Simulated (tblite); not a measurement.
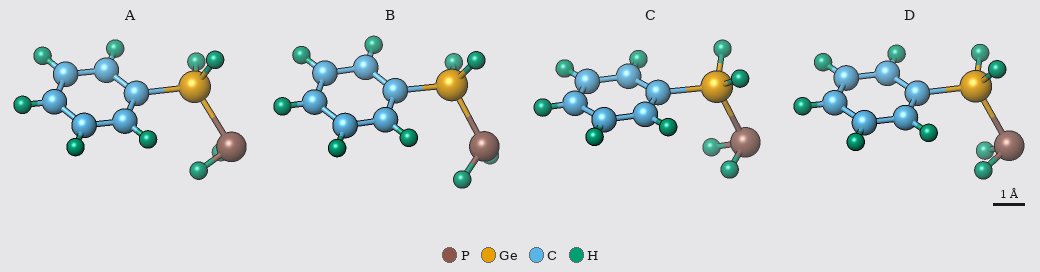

4 geometries from one relaxation of C₆H₉GeP, in shuffled order. A ball-and-stick model, seen from a free direction.

These are results of GFN2-xTB geometry optimisation, gas phase in tblite, not measurements. 

> Put them in the order of the run, from the start to the converged end.

B, A, D, C. They are steps 0, 39, 59, 96, at +20.8 kcal/mol, +0.97 kcal/mol, +0.41 kcal/mol relative to the last. The energy falls by 20.8 kcal/mol in 96 geometry steps. An H atom moves most after the best rigid fit: 1.28 Å. Largest moves by element: H 1.28 Å, P 0.70 Å, C 0.35 Å, Ge 0.21 Å. Near-neighbour distances that change, for instance: H–P 1.464 → 1.389 Å, C–Ge 1.900 → 1.967 Å, Ge–H 1.571 → 1.511 Å, Ge–H 1.548 → 1.512 Å. Bond angles that change, for instance: Ge–P–H 111.7° → 92.3°, H–P–H 110.8° → 92.1°, Ge–P–H 109.9° → 92.7°. Groups turn about C–Ge by about 40°.
